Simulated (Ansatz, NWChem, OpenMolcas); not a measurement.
# How methods differ on BNH6 (SMILES [BH3-][NH3+])

BNH6 has 8 atoms, charge 0, and is taken as a singlet. As SMILES, `[BH3-][NH3+]`. The shape is that of a PBE0-D4/def2-TZVP optimisation.

Each level gives the vertical energy of the triplet above the singlet (eV). The values are calculated.

| level | kind | program | value (eV) | CPU time (all runs) |
| --- | --- | --- | --- | --- |
| PBE/def2-TZVP | GGA | Ansatz | 6.55 | 23 s |
| M06-L/def2-TZVP | meta-GGA | OpenMolcas | 7.22 | 3.5 min |
| B3LYP/def2-TZVP | global hybrid | OpenMolcas | 6.85 | 2.9 min |
| BHLYP/def2-TZVP | global hybrid | Ansatz | 7.18 | 33 s |
| CAM-B3LYP/def2-TZVP | range-separated hybrid | NWChem | 7.08 | 2.4 min |
| HSE06/def2-TZVP | range-separated hybrid | Ansatz | 6.87 | 33 s |
| wB97M-V/def2-TZVP | range-separated hybrid | Ansatz | 7.29 | 4.4 min |
| BCCD(T)/def2-TZVP | coupled cluster or CI | Ansatz | 7.26 | 1.8 min |

The values span 6.55 to 7.29 eV. A triplet this far above the singlet is often a Rydberg-like or dissociative state; sets without diffuse functions put Rydberg states too high. Times are those of the runs behind each value, whatever else they computed, on shared processors of several kinds: orders of magnitude only.

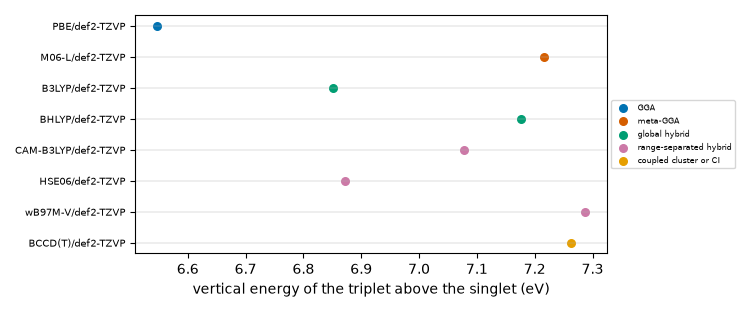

The values of the table, level by level.
